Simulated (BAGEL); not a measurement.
**H4PSi (SMILES [SiH2]P), step by step**

We compute a single-point energy (UHF/ANO-RCC-MB), then the energy (UHF/ANO-RCC-VDZ), then a single-point energy (UHF/ANO-RCC-VDZP), then the energy (UHF/ANO-RCC-VTZP), then the energy (UHF/ANO-RCC-VQZP) of H4PSi. 

Program for the calculation: BAGEL 1.2.2.

## Step 1: Starting point

H4PSi: 6 atoms, total charge 0, spin state doublet. SMILES: `[SiH2]P`. The shape comes from GFN2-xTB, which is rough for such elements, and wasn't checked as a minimum.

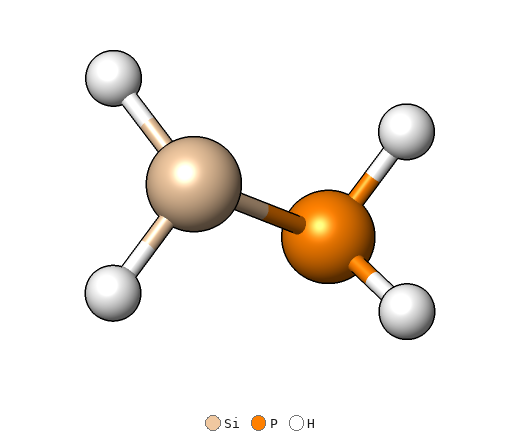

The structure, seen from a chosen angle (silicon light orange, phosphorus orange, hydrogen white).

## Step 2: A single-point energy at UHF/ANO-RCC-MB (DKH2, density fitting with tzvpp-jkfit, property dipole) (run 1)

job.json

```json
{ "bagel" : [

{
  "title" : "molecule",
  "basis" : "ano-rcc-mb.json",
  "df_basis" : "tzvpp-jkfit",
  "angstrom" : "true",
  "dkh" : "true",
  "geometry" : [
    { "atom" : "Si", "xyz" : [    0.127020,   -0.986120,   -0.104660 ] },
    { "atom" : "P", "xyz" : [   -0.338670,    1.170000,    0.142220 ] },
    { "atom" : "H", "xyz" : [   -0.300620,   -1.724700,    1.087920 ] },
    { "atom" : "H", "xyz" : [   -0.579260,   -1.514310,   -1.276300 ] },
    { "atom" : "H", "xyz" : [    0.434680,    1.617150,   -0.915300 ] },
    { "atom" : "H", "xyz" : [    0.656850,    1.437980,    1.066130 ] }
  ]
},
{
  "title" : "uhf",
  "nopen" : 1
},
{
  "title" : "print",
  "file" : "orbitals.molden",
  "orbitals" : "true"
}

]}
```

The basis set ANO-RCC-MB is read from a file made from the Basis Set Exchange's data (not shown).

Run with:

```bash
$ BAGEL_NUM_THREADS=1 BAGEL job.json > job.out
```

The program printed:

```text
* using 1 threads per process

  ===============================================================
  ===============================================================

  *** Geometry ***

  { "atom" : "Si", "xyz" : [      0.240033,     -1.863497,     -0.197779 ] },
  { "atom" : "P", "xyz" : [     -0.639994,      2.210980,      0.268757 ] },
  { "atom" : "H", "xyz" : [     -0.568089,     -3.259211,      2.055871 ] },
  { "atom" : "H", "xyz" : [     -1.094643,     -2.861631,     -2.411857 ] },
  { "atom" : "H", "xyz" : [      0.821426,      3.055971,     -1.729666 ] },
  { "atom" : "H", "xyz" : [      1.241267,      2.717388,      2.014694 ] },

  Number of auxiliary basis functions:      328

  Since a DF basis is specified, we compute 2- and 3-index integrals:
    o Being stored without compression. Storage requirement is 0.001 GB

  Number of basis functions:       22
  Number of electrons      :       33

    * METHOD: MOLECULE                             0.14

  *** Open-shell HF ***

  === Nuclear Repulsion ===
    83.3229545029

      * DIIS with orbital gradients will be used.

  === UHF iteration (ano-rcc-mb.json) ===
      0       -633.22048972          0.01007703           0.01
      1       -633.23046198          0.00335380           0.01
      2       -633.23204184          0.00157266           0.01
      3       -633.23261704          0.00031370           0.01
      4       -633.23268449          0.00009632           0.01
      5       -633.23270061          0.00004696           0.01
      6       -633.23270769          0.00001787           0.01
      7       -633.23270855          0.00000391           0.01
      8       -633.23270858          0.00000098           0.01
      9       -633.23270859          0.00000053           0.01
     10       -633.23270859          0.00000013           0.01
     11       -633.23270859          0.00000005           0.01
     12       -633.23270859          0.00000001           0.01
     13       -633.23270859          0.00000000           0.01
    * SCF iteration converged.

    * S^2 (UHF) is 0.7533

    * Permanent dipole moment:
           (   -0.605641,     0.185032,     0.085242) a.u.

    * METHOD: UHF                                  0.32

    * METHOD: PRINT                                0.00

  ===============================================================
```

Wall time 0.73 s (1 thread of Intel Xeon Platinum 8375C at 2.90GHz (Ice Lake), shared host); peak memory 0.078 GiB.

## Step 3: The energy at UHF/ANO-RCC-VDZ (DKH2, density fitting with tzvpp-jkfit, property dipole) (run 2)

hf.json

```json
{ "bagel" : [

{
  "title" : "molecule",
  "basis" : "ano-rcc-vdz.json",
  "df_basis" : "tzvpp-jkfit",
  "angstrom" : true,
  "dkh" : true,
  "geometry" : [
    { "atom" : "Si", "xyz" : [    0.127020,   -0.986120,   -0.104660 ] },
    { "atom" : "P", "xyz" : [   -0.338670,    1.170000,    0.142220 ] },
    { "atom" : "H", "xyz" : [   -0.300620,   -1.724700,    1.087920 ] },
    { "atom" : "H", "xyz" : [   -0.579260,   -1.514310,   -1.276300 ] },
    { "atom" : "H", "xyz" : [    0.434680,    1.617150,   -0.915300 ] },
    { "atom" : "H", "xyz" : [    0.656850,    1.437980,    1.066130 ] }
  ]
},
{
  "title" : "uhf",
  "nopen" : 1
},
{
  "title" : "print",
  "file" : "orbitals.molden",
  "orbitals" : true
}

]}
```

The basis set ANO-RCC-VDZ is read from a file made from the Basis Set Exchange's data (not shown).

Run with:

```bash
$ BAGEL_NUM_THREADS=1 BAGEL hf.json > hf.out
```

The program printed:

```text
* using 1 threads per process

  ===============================================================
  ===============================================================

  *** Geometry ***

  { "atom" : "Si", "xyz" : [      0.240033,     -1.863497,     -0.197779 ] },
  { "atom" : "P", "xyz" : [     -0.639994,      2.210980,      0.268757 ] },
  { "atom" : "H", "xyz" : [     -0.568089,     -3.259211,      2.055871 ] },
  { "atom" : "H", "xyz" : [     -1.094643,     -2.861631,     -2.411857 ] },
  { "atom" : "H", "xyz" : [      0.821426,      3.055971,     -1.729666 ] },
  { "atom" : "H", "xyz" : [      1.241267,      2.717388,      2.014694 ] },

  Number of auxiliary basis functions:      328

  Since a DF basis is specified, we compute 2- and 3-index integrals:
    o Being stored without compression. Storage requirement is 0.003 GB

  Number of basis functions:       34
  Number of electrons      :       33

    * METHOD: MOLECULE                             0.14

  *** Open-shell HF ***

  === Nuclear Repulsion ===
    83.3229545029

      * DIIS with orbital gradients will be used.

  === UHF iteration (ano-rcc-vdz.json) ===
      0       -633.26302845          0.02490310           0.03
      1       -633.29808469          0.00655610           0.03
      2       -633.30201665          0.00225319           0.03
      3       -633.30288828          0.00089689           0.01
      4       -633.30312951          0.00029908           0.02
      5       -633.30321126          0.00007415           0.04
      6       -633.30322779          0.00003218           0.03
      7       -633.30323195          0.00001279           0.01
      8       -633.30323255          0.00000252           0.02
      9       -633.30323257          0.00000093           0.03
     10       -633.30323258          0.00000046           0.03
     11       -633.30323258          0.00000028           0.01
     12       -633.30323258          0.00000010           0.02
     13       -633.30323258          0.00000005           0.03
     14       -633.30323258          0.00000003           0.03
     15       -633.30323258          0.00000001           0.02
    * SCF iteration converged.

    * S^2 (UHF) is 0.7548

    * Permanent dipole moment:
           (   -0.606497,     0.188012,     0.085861) a.u.

    * METHOD: UHF                                  0.59

    * METHOD: PRINT                                0.01

  ===============================================================
```

Wall time 0.99 s (1 thread of Intel Xeon Platinum 8375C at 2.90GHz (Ice Lake), shared host); peak memory 0.079 GiB.

Runs 3 to 4 aren't shown in full; the table further down has their settings and results.

## Step 4: The energy at UHF/ANO-RCC-VQZP (DKH2, density fitting with qzvpp-jkfit, property dipole) (run 5)

job.json

```json
{ "bagel": [

{
  "title": "molecule",
  "basis": "ano-rcc-vqzp.json",
  "df_basis": "qzvpp-jkfit",
  "angstrom": true,
  "dkh": true,
  "geometry": [
    { "atom": "Si", "xyz": [       0.127020,      -0.986120,      -0.104660 ] },
    { "atom": "P", "xyz": [      -0.338670,       1.170000,       0.142220 ] },
    { "atom": "H", "xyz": [      -0.300620,      -1.724700,       1.087920 ] },
    { "atom": "H", "xyz": [      -0.579260,      -1.514310,      -1.276300 ] },
    { "atom": "H", "xyz": [       0.434680,       1.617150,      -0.915300 ] },
    { "atom": "H", "xyz": [       0.656850,       1.437980,       1.066130 ] }
  ]
},

{
  "title": "uhf",
  "nopen": 1
},

{
  "title": "print",
  "file": "orbitals.molden",
  "orbitals": true
}

]}
```

The basis set ANO-RCC-VQZP is read from a file made from the Basis Set Exchange's data (not shown).

Run with:

```bash
$ BAGEL_NUM_THREADS=1 BAGEL job.json > job.out
```

The program printed:

```text
* using 1 threads per process

  ===============================================================
  ===============================================================

  *** Geometry ***

  { "atom" : "Si", "xyz" : [      0.240033,     -1.863497,     -0.197779 ] },
  { "atom" : "P", "xyz" : [     -0.639994,      2.210980,      0.268757 ] },
  { "atom" : "H", "xyz" : [     -0.568089,     -3.259211,      2.055871 ] },
  { "atom" : "H", "xyz" : [     -1.094643,     -2.861631,     -2.411857 ] },
  { "atom" : "H", "xyz" : [      0.821426,      3.055971,     -1.729666 ] },
  { "atom" : "H", "xyz" : [      1.241267,      2.717388,      2.014694 ] },

  Number of auxiliary basis functions:      328

  Since a DF basis is specified, we compute 2- and 3-index integrals:
    o Being stored without compression. Storage requirement is 0.149 GB

  Number of basis functions:      238
  Number of electrons      :       33

    * METHOD: MOLECULE                             0.75

  *** Open-shell HF ***

  === Nuclear Repulsion ===
    83.3229545029

      * DIIS with orbital gradients will be used.

  === UHF iteration (ano-rcc-vqzp.json) ===
      0       -633.36108344          0.00697461           0.48
      1       -633.40363884          0.00248183           0.45
      2       -633.41098792          0.00091860           0.45
      3       -633.41271408          0.00045141           0.48
      4       -633.41339911          0.00014083           0.39
      5       -633.41350788          0.00005224           0.42
      6       -633.41352970          0.00002269           0.47
      7       -633.41353764          0.00001299           0.43
      8       -633.41354222          0.00000419           0.45
      9       -633.41354293          0.00000203           0.45
     10       -633.41354312          0.00000120           0.44
     11       -633.41354321          0.00000057           0.45
     12       -633.41354323          0.00000024           0.42
     13       -633.41354323          0.00000011           0.49
     14       -633.41354323          0.00000007           0.48
     15       -633.41354323          0.00000002           0.45
     16       -633.41354323          0.00000001           0.45
    * SCF iteration converged.

    * S^2 (UHF) is 0.7611

    * Permanent dipole moment:
           (   -0.255151,     0.013228,     0.030016) a.u.

    * METHOD: UHF                                  9.22

    * METHOD: PRINT                                0.17

  ===============================================================
```

Run time: 11 s. Hardware: 1 thread of Intel Xeon Platinum 8375C at 2.90GHz (Ice Lake), shared host; peak memory 0.25 GiB.

## Step 5: The series

```tsv
run	level	integral approximation	energy (Eh)	dipole moment (D)	⟨S²⟩	wall time
1	UHF/ANO-RCC-MB (DKH2, density fitting with tzvpp-jkfit, property dipole)	tzvpp-jkfit	-633.232709	1.62	0.753	0.73 s
2	UHF/ANO-RCC-VDZ (DKH2, density fitting with tzvpp-jkfit, property dipole)	tzvpp-jkfit	-633.303233	1.63	0.755	0.99 s
3	UHF/ANO-RCC-VDZP (DKH2, density fitting with tzvpp-jkfit, property dipole)	tzvpp-jkfit	-633.403698	0.77	0.759	1.8 s
4	UHF/ANO-RCC-VTZP (DKH2, density fitting with tzvpp-jkfit, property dipole)	tzvpp-jkfit	-633.411792	0.67	0.761	4.2 s
5	UHF/ANO-RCC-VQZP (DKH2, density fitting with qzvpp-jkfit, property dipole)	qzvpp-jkfit	-633.413543	0.65	0.761	11 s
```

Convergence of the total energy with the basis set, against the last and best point:

```tsv
basis set	from the best (mEh)	wall time
ANO-RCC-MB	+180.835	0.73 s
ANO-RCC-VDZ	+110.311	0.99 s
ANO-RCC-VDZP	+9.845	1.8 s
ANO-RCC-VTZP	+1.751	4.2 s
ANO-RCC-VQZP	+0.000	11 s
```

Convergence of the dipole moment with the basis set, against the last and best point:

```tsv
basis set	from the best (D)	wall time
ANO-RCC-MB	+0.9703	0.73 s
ANO-RCC-VDZ	+0.9748	0.99 s
ANO-RCC-VDZP	+0.1191	1.8 s
ANO-RCC-VTZP	+0.0132	4.2 s
ANO-RCC-VQZP	+0.0000	11 s
```

## Step 6: Results

```
                              quantity          value
 run 5, UHF/ANO-RCC-VQZP: total energy  -633.41354 Eh
run 5, UHF/ANO-RCC-VQZP: dipole moment         0.65 D
         run 5, UHF/ANO-RCC-VQZP: ⟨S²⟩          0.761
```

For the total energy to stay within 10 mEh of the best point, ANO-RCC-VDZP is the least that serves (1.8 s against 11 s). For the total energy to stay within 2 mEh of the best point, ANO-RCC-VTZP is the least that serves (4.2 s against 11 s). For the dipole moment to stay within 0.02 D of the best point, ANO-RCC-VTZP is the least that serves (4.2 s against 11 s). The dipole moment runs from 0.65 D (UHF/ANO-RCC-VQZP) to 1.63 D (UHF/ANO-RCC-VDZ). Basis or surroundings differ between these two runs. All runs together took 19 s, the longest 11 s.
